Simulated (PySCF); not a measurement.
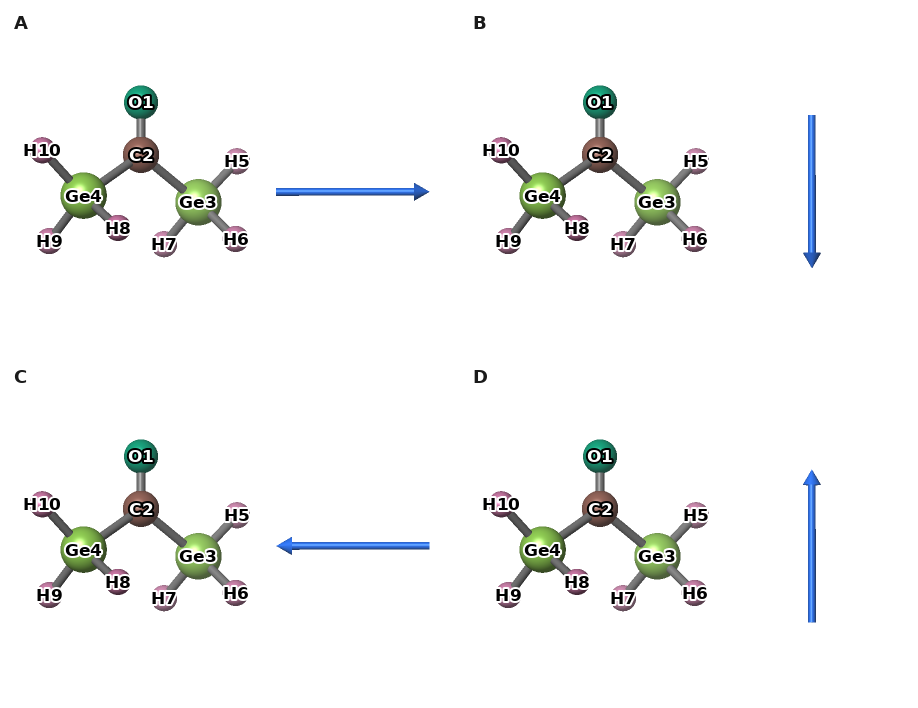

The same molecule four times, each with an arrow. Computed geometry: PBE0-D3(BJ)/def2-SVP optimisation. No frequency run is at hand to confirm it as a minimum. Properties computed with PBE0/def2-TZVPD, gas phase (PySCF 2.14.0).

### Which arrow points along the dipole moment, from the negative to the positive end?

B. The dipole moment is 1.77 D; it points from the side of O1 to the side of H6, H7, H9 (the outermost atoms at the two ends).
